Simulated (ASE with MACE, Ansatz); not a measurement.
# Σ13 (510)[001] symmetric tilt boundary in Ta (60 atoms): boundary energy

What is the boundary energy of this cell, counted against the bulk crystal, and how far does it hang on functional and mesh?

Calculated with Ansatz 0.2.0: Kohn-Sham DFT, PBE, PAW (set soft_2), plane waves; cutoff 420 eV, fermi-dirac smearing of 0.1 eV.

**The cells**

The cell holds 60 atoms: 60 Ta. Its edges and angles: a = 6.640 Å, b = 8.626 Å, c = 20.089 Å, α = 90.0°, β = 90.0°, γ = 101.1°. It derives from Ta. The starting structure: Two grains of Ta, one the mirror image of the other in the boundary plane, two boundaries a cell; of 5 trial joints (lateral shifts, openings, close atoms taken out) the lowest after a short relaxation with the MACE-MP-0b2 potential was kept (shift [0, 0] of the surface cell, opening 0.00 Å, one of each pair under 1.73 Å removed), then its atoms and the cell's length along the normal were relaxed with that potential. Lattice constants are starting values near those of PBE.

The bulk reference is Ta2 in a cell of 2 atoms, 18.297 Å³ an atom.

The input of the single point on the relaxed cell:

```yaml
crystal:
  lattice:
    - [6.64, 0.0, 0.0]
    - [-1.66, 8.46437, 0.0]
    - [0.0, 0.0, 20.08892]
  atoms:
    - { symbol: Ta, position: [0.09446, 0.37591, 8.0e-05] }
    - { symbol: Ta, position: [0.19303, 0.77025, 0.00025] }
    - { symbol: Ta, position: [0.28555, 0.1411, 0.06616] }
    - { symbol: Ta, position: [0.38895, 0.55415, 0.08406] }
    [... 54 atom lines left out ...]
    - { symbol: Ta, position: [0.84193, 0.36932, 0.58394] }
    - { symbol: Ta, position: [0.94458, 0.78032, 0.56672] }
kpoints:
  mp_grid: { grid: [6, 4, 2] }
hamiltonian:
  xc: pbe
scf:
  occupations: { method: fermi_dirac, width: 0.1 }
output:
  forces: true
  stress: true
  populations: true
  dos:
    method: { smearing: { sigma: 0.08 } }
    de: 0.1
    projected:
      site_lists:
        Ta: [Ta]
        lower_grain: [... 34 sites ...]
        upper_grain: [... 26 sites ...]
  eigenvalues: true
  write_density: true
  write_potential: true
  volumetric_format: npy
```

| cell | formula | k-mesh | relaxation steps | gain on relaxing (eV) | free energy, PBE (eV) | time of its runs on this page |
| --- | --- | --- | --- | --- | --- | --- |
| Sigma13 (510)[001] symmetric tilt boundary in Ta | Ta60 | 6×4×2 (relaxed on 4×3×1) | 4 | 0.28 | -595926.830 | 60 s |
| bulk Ta | Ta2 | 17×17×17 | - | - | -19864.546 | 12 s |

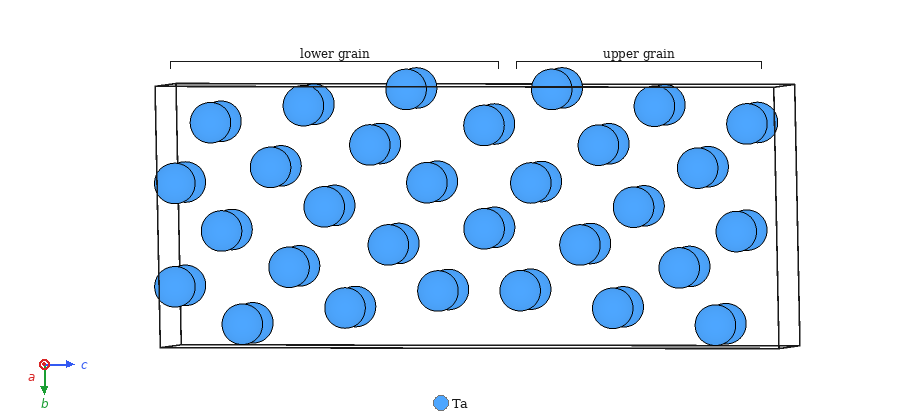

The relaxed cell.

**Boundary energy**

The excess is the cell's free energy less 30 times that of the bulk cell. It is divided by twice the area, as the cell holds two boundaries (56.20 Å²), with 1 eV/Å² = 16.022 J/m².

```
           level  k-mesh  excess (eV)  boundary energy (J/m²)  per area (meV/Å²)
             PBE   6×4×2        9.536                   1.359               84.8
PBE, denser mesh   7×5×2        9.532                   1.359               84.8
          PBEsol   6×4×2       10.297                   1.468               91.6
```

Worked for the first row at PBE: (-595926.830) − 30 × (-19864.546) = 9.536 eV (from unrounded energies).

Then 9.536 / (2 × 56.20) × 16.022 = 1.359 J/m².

**Findings**

At PBE the boundary energy is 1.36 J/m². At the same geometries the levels give 1.36 (PBE) to 1.47 J/m² (PBEsol) and the denser mesh leaves it within 0.01 J/m². Relaxing the atoms lowered it by 0.040 J/m² from the start (on the 4×3×1 mesh of the relaxation), and the farthest atom moved 0.07 Å.

Limits: The cell edges were held, so the lattice is the typed one for every functional, and the length along the normal is the one that the machine-learned potential gave. Cell and bulk are sampled on unlike meshes, and the error grows with the number of atoms subtracted. These are free energies under a smearing of 0.1 eV, whose entropy term isn't removed. The joint was picked among a few trials by a machine-learned potential, and a lower one may exist. Spin–orbit coupling is left out, which matters for the levels of the heavy elements. In some runs the program notes that positions were snapped to a detected symmetry.

[Logs are printed without paths, hosts, clocks, repeated set-up lines and the standing remarks that a program may print on its own settings, such as how far it seeks lower states.]

[Hosts, paths, dates, database ids (printed as entryN), source tags and the programs' standing remarks are cut or masked in the printed files.]
